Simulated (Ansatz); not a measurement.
# UPBE0/STO-3G run of Si2H4 (SMILES [SiH][SiH3])

Aim: the electronic atomisation energy of Si2H4 at UPBE0/STO-3G, from 3 runs. 

Program for the calculation: Ansatz 0.2.0.

29 further runs of the same task are left out: 29 set aside as unsound or not needed.

## Step 1: The structure to begin with

Si2H4 has 6 atoms, charge 0, and is taken as a triplet. As SMILES, `[SiH][SiH3]`. The coordinates come from a GFN2-xTB relaxation.

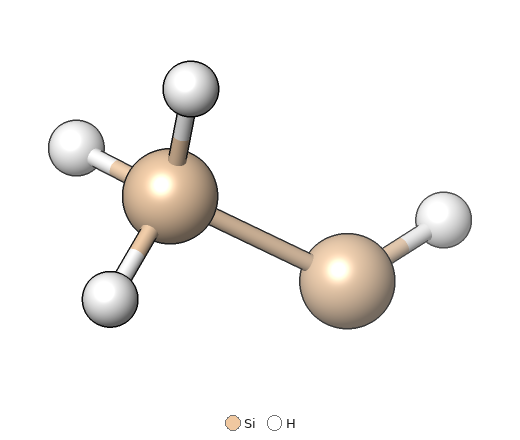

The structure, seen from a chosen angle (silicon light orange, hydrogen white).

## Step 2: The energy at UPBE0/STO-3G

Input file input.yaml:

```yaml
crystal:
  periodic: [false, false, false]
  atoms:
    - {symbol: Si, position_ang: [0.322720, -1.575880, 0.287350]}
    - {symbol: Si, position_ang: [-0.300130, 0.523270, -0.245660]}
    - {symbol: H, position_ang: [1.427930, -2.017820, 1.155760]}
    - {symbol: H, position_ang: [-1.456530, 0.376070, -1.136010]}
    - {symbol: H, position_ang: [0.714920, 1.325330, -0.951090]}
    - {symbol: H, position_ang: [-0.708920, 1.369020, 0.889660]}
basis:
  gaussian: {orbitals: STO-3G}
magnetization: {spin_polarized: true, initial_magnetization: 2}
hamiltonian: {xc: pbe0}
accuracy: high
```

On the command line:

```console
$ ansatz run input.yaml --threads 1 --pin off --max-ram 2610MiB --events-out events.jsonl --progress --plain --runs-dir runs
```

The log of the run:

```text
Warning: RAYON_NUM_THREADS=1 ignored (pool sized by the plan → 1); use --threads N
Functional definition: PBE0
  name "PBE0"
  parameter a = 0.25
  parameter kappa = 0.804
  parameter beta = 0.06672455060314922
  exchange = (1 - a)*pbe_x(kappa = kappa, mu = beta*pi^2/3) + a*exact_x
  correlation = pbe_c(beta = beta)
388 factors; integrals over basis functions are off by at most 6.1e-9 eV
mean field evaluation 1: about -15626.7675 eV, gradient 9.0e0 eV
mean field evaluation 2: about -15627.2731 eV, gradient 5.7e0 eV
mean field evaluation 4: about -15627.5320 eV, gradient 1.7e-1 eV
mean field evaluation 8: about -15627.4839 eV, gradient 2.2e-3 eV
mean field evaluation 16: about -15627.4839 eV, gradient 1.7e-7 eV
mean field -15627.48393347 eV, -574.2994418661 hartree, gradient 5.8e-8 eV, S^2 2.001946; 0 other end points of the search recorded, 0 dependent functions left out
reference -15627.48393503 eV, -574.2994419233 hartree; 17, 15 occupied and 5, 7 virtual orbitals, 388 factors
Total energy: -15627.48393503 eV, -574.2994419233 hartree
```

Wall time 1.5 s (1 thread of AMD EPYC 9R14 (Zen 4), shared host); peak memory 0.16 GiB.

## Step 3: The H atom, same level

Input file job.yaml:

```yaml
basis:
  gaussian:
    orbitals: STO-3G
crystal:
  periodic: [false, false, false]
  atoms:
    - symbol: H
      position_ang: [0.000000, 0.000000, 0.000000]
magnetization:
  spin_polarized: true
  initial_magnetization: 1
hamiltonian:
  xc: pbe0
accuracy: high
```

Run the same way, it converges to -0.46651 Eh (log not shown).

## Step 4: The Si atom at the same level

Input file job.yaml:

```yaml
crystal:
  periodic: [false, false, false]
  atoms:
    - {symbol: Si, position_ang: [0.000000, 0.000000, 0.000000]}
basis:
  gaussian: {orbitals: STO-3G}
magnetization: {spin_polarized: true, initial_magnetization: 2}
hamiltonian: {xc: pbe0}
accuracy: high
```

Run the same way, it converges to -285.82313 Eh (log not shown).

## Step 5: Results

At UPBE0/STO-3G:

```
                     quantity          value
       molecule: total energy  -574.29944 Eh
               molecule: ⟨S²⟩          2.002
         H atom: total energy    -0.46651 Eh
                 H atom: ⟨S²⟩          0.750
        Si atom: total energy  -285.82313 Eh
                Si atom: ⟨S²⟩          2.000
electronic atomisation energy      21.419 eV
```

**Reading.** Taking the molecule apart into free atoms costs 21.42 eV (494 kcal/mol), before zero-point energy and without spin-orbit coupling. In a minimal basis such a difference can be off by several eV, whatever the method.
